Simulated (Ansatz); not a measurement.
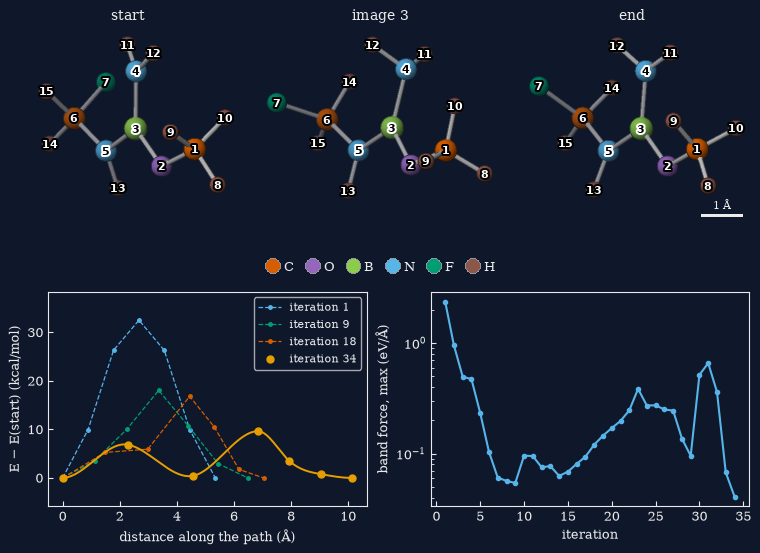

A search for the minimum-energy path of C2H8BFN2O by the nudged elastic band. Images are numbered from 0 (start) to 6 (end). The plot follows the band through its iterations. Style: ball-and-stick. Shown from a free direction.

Computed with RKS PBE-D4/def2-SVP (Ansatz 0.2.0). Set-up: 5 movable images; climbing image; force threshold 0.05 eV/Å; iteration limit 60; starting path by image-dependent pair potential.

Question: How did the profile develop, and is the result final?

Answer: The run is converged, with reservations. The band converged in 34 iterations. The largest component of the band force went from 2.4 to 0.041 eV/Å. The climbing image converged on the top of the path. Its vibrational analysis gives one imaginary mode (326i cm⁻¹), as a transition state must have. The first iteration put the highest image at 32.5 kcal/mol. The two ends have the same energy, and the highest point, image 3, lies 9.6 kcal/mol above the start. The profile has 2 maxima (images 1, 3) with a dip at image 2 (+0.4 kcal/mol), so the process runs in steps.

Cost: 4.7 min on 2 threads of Intel(R) Xeon(R) Platinum 8559C (Emerald Rapids), with other jobs on the host, peak memory 0.21 GiB.
